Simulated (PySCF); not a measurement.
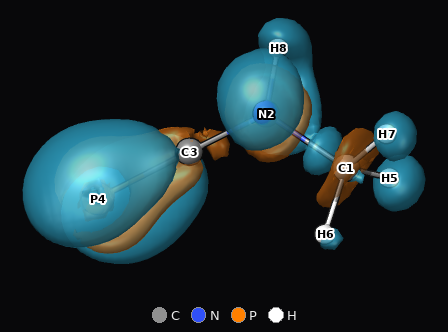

*C$_{2}$H$_{4}$NP, SMILES `CNC#P`. Fukui function f⁻ = ρ(N) − ρ(N−1) at fixed geometry, surfaces at ±0.03 e/Å³ (light blue positive, orange negative).*

Method: ωB97X/def2-SVPD; geometry: GFN2-xTB; program: PySCF. No frequency check shows the geometry to be a minimum. GFN2-xTB bond lengths at metals and heavier atoms can be off by up to 0.1 Å and shapes distorted, which carries into these values.

The calculation's input:

```python
import numpy as np
from pyscf import gto, scf, dft
from pyscf.scf import atom_ks, atom_hf
from scipy.linalg import block_diag

def solve(mol, dm0=None, hcore=None):
    mf = (dft.UKS if mol.spin else dft.RKS)(mol, xc='wb97x')
    mf.grids.level = 3
    mf = mf.density_fit(auxbasis='def2-universal-jkfit')
    mf.conv_tol, mf.max_cycle = 1e-8, 80
    if hcore is not None:
        mf.get_hcore = lambda *args: hcore
    mf.kernel(dm0)
    if not mf.converged:
        mf = mf.newton().run(mf.mo_coeff, mf.mo_occ, max_cycle=30)
    assert mf.converged, 'SCF not converged'
    return mf

mol = gto.M(atom='''
C      2.05953    -0.44134    -0.01294
N      1.02763     0.56843     0.06727
C     -0.24857     0.25491    -0.00747
P     -1.75560    -0.14946    -0.00366
H      2.37452    -0.63058    -1.04575
H      1.67554    -1.36894     0.40810
H      2.92620    -0.11863     0.56581
H      1.29852     1.49960    -0.22162
''', basis='def2-svpd', charge=0, spin=0, verbose=4)
mf = solve(mol)
out = dict(e0=mf.e_tot, dm0=mf.make_rdm1(), c=mf.mo_coeff, occ=mf.mo_occ, eps=mf.mo_energy)
for name, dq, spin in [('cation', 1, 1), ('anion', -1, 1)]:
    ion = mol.copy().set(charge=mol.charge + dq, spin=spin).build()
    mi = solve(ion)
    if spin and dq > 0 and mol.nao < 130:
        c, _, stable, _ = mi.stability(return_status=True)
        if not stable:
            mi = solve(ion, mi.make_rdm1(c, mi.mo_occ))
    print(name, 'vertical energy change / eV', (mi.e_tot - mf.e_tot) * 27.211386)
    out.update({'e_' + name: mi.e_tot, 'dm_' + name: mi.make_rdm1(), 's2_' + name: mi.spin_square()[0], 'eps_' + name: mi.mo_energy, 'occ_' + name: mi.mo_occ})
# spherically averaged free atoms, for the promolecule
atm = atom_ks.get_atm_nrks(mol, xc='wb97x')
pro = block_diag(*[(atm[a[0]][2] * atm[a[0]][3]) @ atm[a[0]][2].T for a in mol._atom])
np.savez('result.npz', pro=pro, **out)
```

Launched as:

```sh
OMP_NUM_THREADS=1 python input.py
```

The run took 2.8 min on 1 thread of Arm Neoverse V2, on a shared host, peak memory 0.6 GiB.

Partitions, critical points and surface values were worked out afterwards from this run's density.

Q: Which atoms respond most to the removal of an electron?

A: f⁻ (Hirshfeld-condensed) is largest on P4 (0.52); the vertical ionisation energy is 8.16 eV. Condensed values hint at sites of electrophilic attack but needn't mark the atom that reacts. Orbital relaxation makes it negative in places (0.16 e in all).

```json
{"atom": "C1", "f⁻": "+0.04", "charge": "−0.06"}
{"atom": "N2", "f⁻": "+0.15", "charge": "−0.08"}
{"atom": "C3", "f⁻": "+0.11", "charge": "−0.07"}
{"atom": "P4", "f⁻": "+0.52", "charge": "−0.08"}
{"atom": "H5", "f⁻": "+0.05", "charge": "+0.04"}
{"atom": "H6", "f⁻": "+0.03", "charge": "+0.06"}
{"atom": "H7", "f⁻": "+0.04", "charge": "+0.05"}
{"atom": "H8", "f⁻": "+0.06", "charge": "+0.14"}
```
